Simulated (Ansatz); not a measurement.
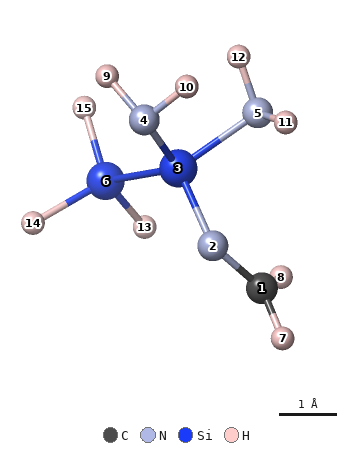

Starting structure of CH9N3Si2. A ball-and-stick model, seen from a free direction.

The run prepares an end point of a later path (inversion) calculation, from a guessed geometry.

Method: Ansatz 0.2.0, RKS PBE-D4/6-31G.

Input file:
```yaml
crystal:
  periodic: [false, false, false]
  atoms:
    - { symbol: C, position_ang: [0.0173, -1.9242, -1.3179] }
    - { symbol: "N", position_ang: [-0.1437, -1.5445, -0.0919] }
    - { symbol: Si, position_ang: [0.0873, 0.1109, 0.2904] }
    - { symbol: "N", position_ang: [0.2942, -0.0522, 1.9737] }
    - { symbol: "N", position_ang: [1.7769, 0.2626, 0.04] }
    - { symbol: Si, position_ang: [-1.3022, 1.734, -0.5395] }
    - { symbol: H, position_ang: [-0.1673, -2.9304, -1.6092] }
    - { symbol: H, position_ang: [0.2628, -1.1763, -2.1663] }
    - { symbol: H, position_ang: [0.18385, 0.9652, 2.37533] }
    - { symbol: H, position_ang: [1.28323, -0.17871, 2.13045] }
    - { symbol: H, position_ang: [2.1757, -0.6231, 0.3346] }
    - { symbol: H, position_ang: [2.1221, 0.9192, 0.7939] }
    - { symbol: H, position_ang: [-1.3785, 1.6984, -2.0442] }
    - { symbol: H, position_ang: [-2.7204, 1.5058, -0.0389] }
    - { symbol: H, position_ang: [-0.8948, 3.074, -0.1169] }
basis:
  gaussian: { orbitals: "6-31G" }
hamiltonian:
  xc: pbe
  dispersion: d4
relax:
  f_tol: 0.015
  max_steps: 40
output:
  orbitals: {}
```

Launched with:
```bash
ansatz run input.yaml --threads 1 --pin off --max-ram 2048MiB --backend cpu --events-out ev --progress --plain --runs-dir out
```

Q: Predict the outcome.

A: The atom that moves furthest after the best rigid fit is H8 (1.56 Å). By element the largest moves are H 1.56 Å, N 0.79 Å, Si 0.42 Å, C 0.31 Å. Near-neighbour distances that change, for instance: N2–Si3 1.715 → 1.841 Å, Si3–Si6 2.292 → 2.384 Å, N4–H9 1.099 → 1.016 Å, Si3–N4 1.704 → 1.766 Å. Bond angles that change, for instance: N4–Si3–N5 91.9° → 113.6°, Si3–N5–H12 105.8° → 124.3°, Si3–N4–H9 105.1° → 122.7°. Groups turn about N2–Si3 by about 80°. Over 21 accepted moves (26 points after the start) the energy falls by 280.1 kJ/mol. The largest force component goes from 4.7 to 0.0095 eV/Å. The line search rejected the trial steps at points 10, 15, 19, 21, 25 of the run. The forces were under the threshold at step 22, but the run went on from there.

History of the run:

```json
{"step": "0", "E − E(0), kJ/mol": "0.00", "largest force component, eV/Å": "4.7321", "note": ""}
{"step": "1", "E − E(0), kJ/mol": "-146.76", "largest force component, eV/Å": "1.8854", "note": ""}
{"step": "2", "E − E(0), kJ/mol": "-192.93", "largest force component, eV/Å": "1.5652", "note": ""}
{"step": "3", "E − E(0), kJ/mol": "-228.96", "largest force component, eV/Å": "0.8505", "note": ""}
{"step": "4", "E − E(0), kJ/mol": "-250.85", "largest force component, eV/Å": "0.6238", "note": ""}
{"step": "5", "E − E(0), kJ/mol": "-263.94", "largest force component, eV/Å": "0.2583", "note": ""}
{"step": "6", "E − E(0), kJ/mol": "-268.12", "largest force component, eV/Å": "0.3103", "note": ""}
{"step": "7", "E − E(0), kJ/mol": "-270.40", "largest force component, eV/Å": "0.1904", "note": ""}
{"step": "8", "E − E(0), kJ/mol": "-270.78", "largest force component, eV/Å": "0.5503", "note": ""}
{"step": "9", "E − E(0), kJ/mol": "-273.61", "largest force component, eV/Å": "0.5773", "note": ""}
{"step": "10", "E − E(0), kJ/mol": "-270.46", "largest force component, eV/Å": "0.6909", "note": "rejected"}
{"step": "11", "E − E(0), kJ/mol": "-274.26", "largest force component, eV/Å": "0.5536", "note": ""}
{"step": "12", "E − E(0), kJ/mol": "-275.63", "largest force component, eV/Å": "0.3323", "note": ""}
{"step": "13", "E − E(0), kJ/mol": "-276.89", "largest force component, eV/Å": "0.3290", "note": ""}
{"step": "14", "E − E(0), kJ/mol": "-277.41", "largest force component, eV/Å": "0.4928", "note": ""}
{"step": "15", "E − E(0), kJ/mol": "-277.06", "largest force component, eV/Å": "0.6099", "note": "rejected"}
{"step": "16", "E − E(0), kJ/mol": "-278.96", "largest force component, eV/Å": "0.1422", "note": ""}
{"step": "17", "E − E(0), kJ/mol": "-279.34", "largest force component, eV/Å": "0.1347", "note": ""}
{"step": "18", "E − E(0), kJ/mol": "-279.98", "largest force component, eV/Å": "0.0629", "note": ""}
{"step": "19", "E − E(0), kJ/mol": "-279.82", "largest force component, eV/Å": "0.2014", "note": "rejected"}
{"step": "20", "E − E(0), kJ/mol": "-280.09", "largest force component, eV/Å": "0.0202", "note": ""}
{"step": "21", "E − E(0), kJ/mol": "-280.08", "largest force component, eV/Å": "0.0654", "note": "rejected"}
{"step": "22", "E − E(0), kJ/mol": "-280.10", "largest force component, eV/Å": "0.0109", "note": ""}
{"step": "23", "E − E(0), kJ/mol": "-280.12", "largest force component, eV/Å": "0.0691", "note": ""}
{"step": "24", "E − E(0), kJ/mol": "-280.13", "largest force component, eV/Å": "0.0308", "note": ""}
{"step": "25", "E − E(0), kJ/mol": "-280.12", "largest force component, eV/Å": "0.0266", "note": "rejected"}
{"step": "26", "E − E(0), kJ/mol": "-280.13", "largest force component, eV/Å": "0.0095", "note": ""}
```

Final geometry:

```xyz
15

C    -0.2866   -1.9828   -1.2768
N     0.5694   -1.5259   -0.4323
Si    0.4979    0.1264    0.3760
N     0.0367   -0.0228    2.0741
N     2.1764    0.6023    0.1408
Si   -1.0400    1.6927   -0.5543
H    -0.1581   -2.9963   -1.6927
H    -1.1807   -1.4371   -1.6491
H    -0.8891    0.2196    2.4156
H     0.6423   -0.4733    2.7562
H     2.8560   -0.0869   -0.1696
H     2.5391    1.5305    0.3298
H    -1.1727    1.5229   -2.0549
H    -2.4289    1.5618    0.0460
H    -0.5652    3.1094   -0.2953
```

After the run, drawn alike:

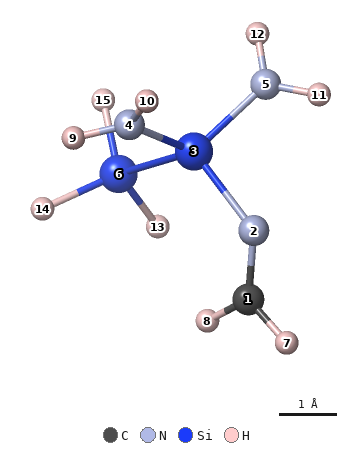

Limits of the set-up: the basis has no polarisation functions, which atoms past neon need.
